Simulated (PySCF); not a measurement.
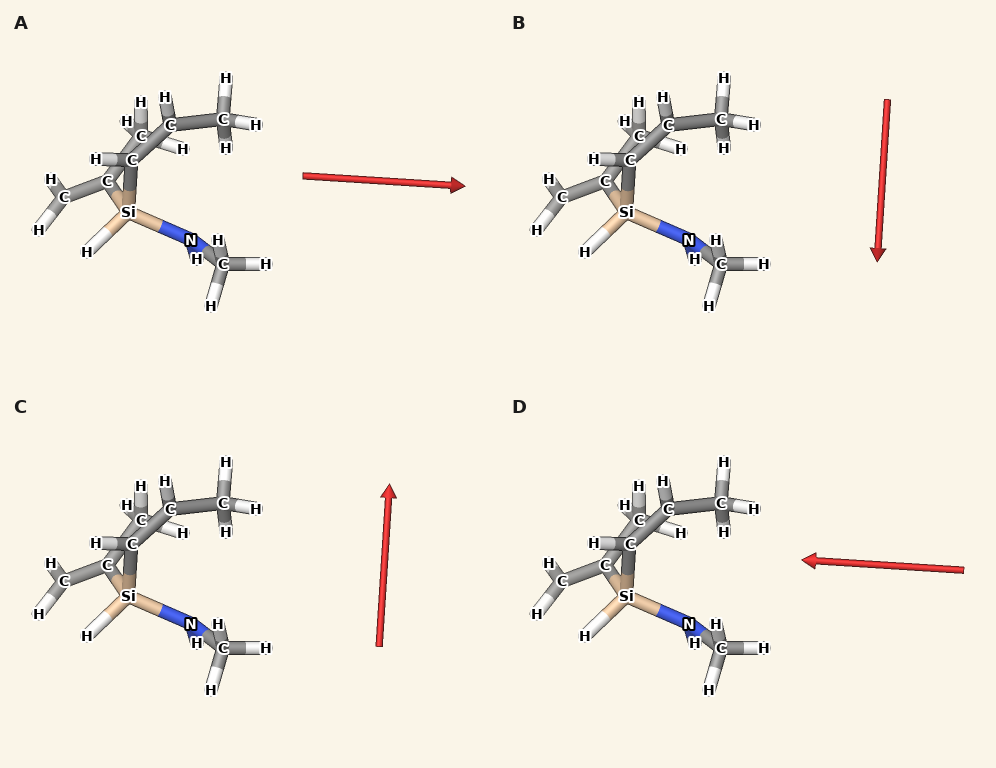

The same molecule four times, each with an arrow. Computed geometry: GFN2-xTB optimisation. No frequency run is at hand to confirm it as a minimum. Level of theory: PBE0/pcSseg-1, gas phase (PySCF 2.14.0).

Question: Which arrow points along the dipole moment, from the negative to the positive end?

Answer: A. The dipole moment is 1.14 D.

The geometry is semi-empirical. Around Si such bond lengths and angles can be off by a tenth of an ångström or more and by several degrees, and values that hang on the shape move with them.
